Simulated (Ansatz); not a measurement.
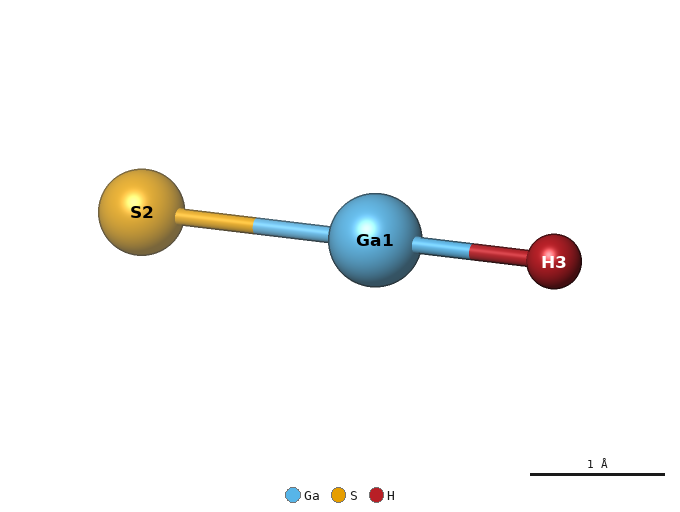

Orthographic view. Distant atoms are faded towards the background colour. The computed structure is the end point of a PBE0-D4/def2-TZVP optimisation.

Write a Z-matrix (Å, degrees) in the order of the atom numbers, with these reference atoms: 2 to 1; 3 to 1, 2.

```
Ga 
S    1   2.004
H    1   1.534   2   180.0
```
